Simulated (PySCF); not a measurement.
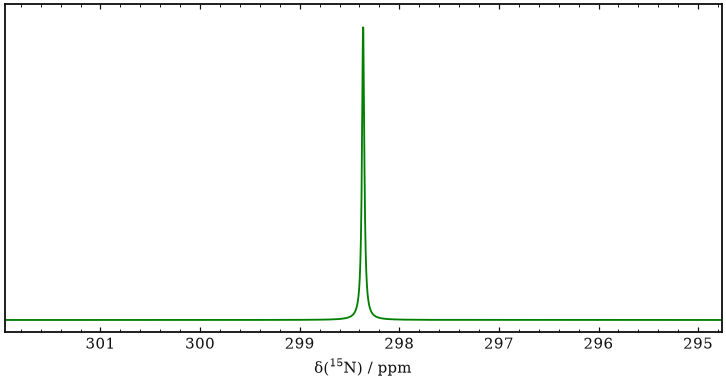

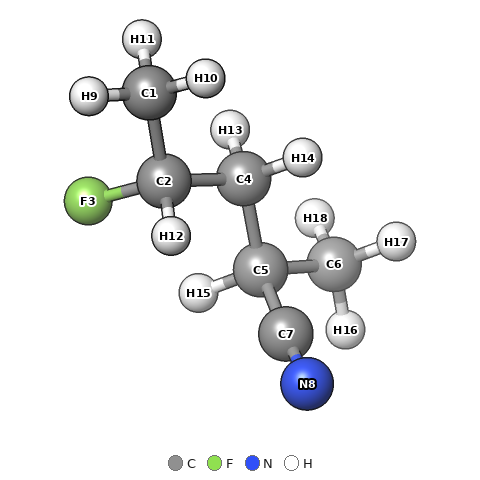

Spectrum and numbered structure of C₆H₁₀FN, SMILES C[C@@H](F)C[C@@H](C)C#N. GIAO shifts, PBE0/pcSseg-1, PySCF 2.14.0, at a GFN2-xTB geometry (no frequency check), against NH₃ for ¹⁵N computed at the same level (¹⁵N: a single molecule, while the usual scales start at liquid NH₃ or nitromethane; multiply bonded nitrogen can come out tens of ppm too deshielded). Gas phase, fully decoupled, line heights follow the number of nuclei, widths are arbitrary (no quadrupolar broadening); values of one conformer, averaged over methyl-type rotors and exact or near symmetry; other conformers aren't averaged in.

Where does the ¹⁵N line lie?

Answer. At 298.4 ppm (N8).

Known limits of this run: the tight-binding geometry is rougher than a DFT one and adds to the error.
